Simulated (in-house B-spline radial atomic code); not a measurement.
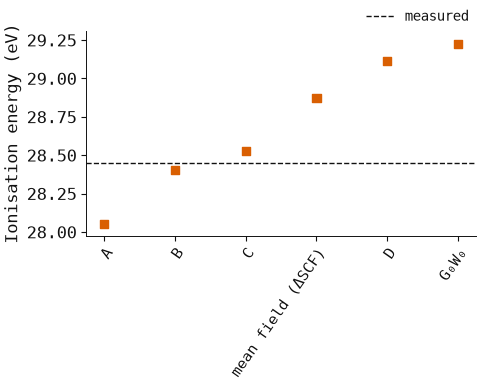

The ionisation energy of Al²⁺ ([Ne] 3s → [He] 2s² 2p⁶) by several methods, in rising order. All-electron spherical atom, scalar X2C, PBE start, no spin-orbit coupling, Breit or QED terms; computed with a B-spline radial code. Differences of total energies, each species on its own start, beside the G₀W₀ level. The lettered entries are RPA, RPA + SOSEX, exact exchange only and second order in some order.

### Match the letters to the methods.

A is exact exchange only (28.05 eV); B is RPA + SOSEX (28.40 eV); C is second order (28.53 eV); D is RPA (29.12 eV). The values run from 28.05 eV (exact exchange only) to 29.23 eV (G₀W₀). The measured value is 28.45 eV; nearest to it come RPA + SOSEX (−0.05) and second order (+0.08), furthest G₀W₀ (+0.78 eV).
